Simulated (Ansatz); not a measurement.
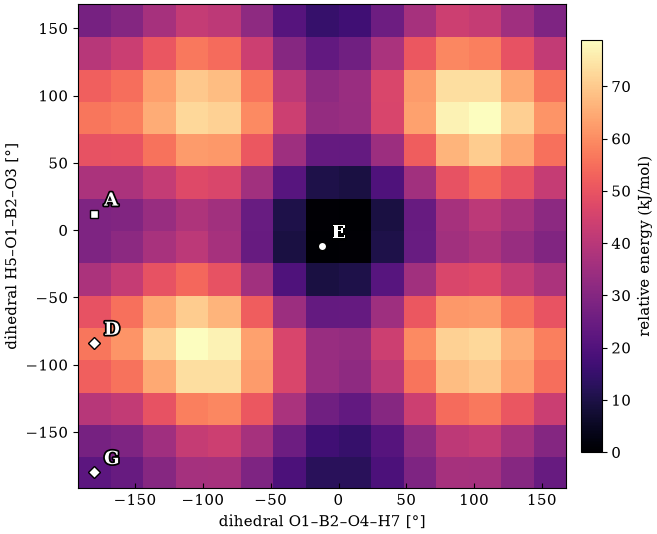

BH3O3, SMILES OB(O)O. 
- The first coordinate is: dihedral O1–B2–O4–H7; the second: dihedral H5–O1–B2–O3.
- Nothing is relaxed (all other coordinates rigid).
- Grid: 15 × 15 points; 113 points were computed and 112 follow by symmetry.
- Energies are in kJ/mol, from the lowest grid point.
- Level of theory: RHF-MP2, frozen core/def2-TZVP in Ansatz 0.2.0.

The picture shows one coloured cell a grid point, lettered points.

Question: What kind of point is each of A, D, E, G: minimum, saddle, maximum or slope?

Answer: A: minimum; D: saddle point; E: minimum; G: minimum. (In these two coordinates alone; a stationary point may lie a little off the grid point.)

Question: Rank the lettered points by energy, lowest first.

Answer: E (0 kJ/mol), G (22 kJ/mol), A (29 kJ/mol), D (56 kJ/mol).
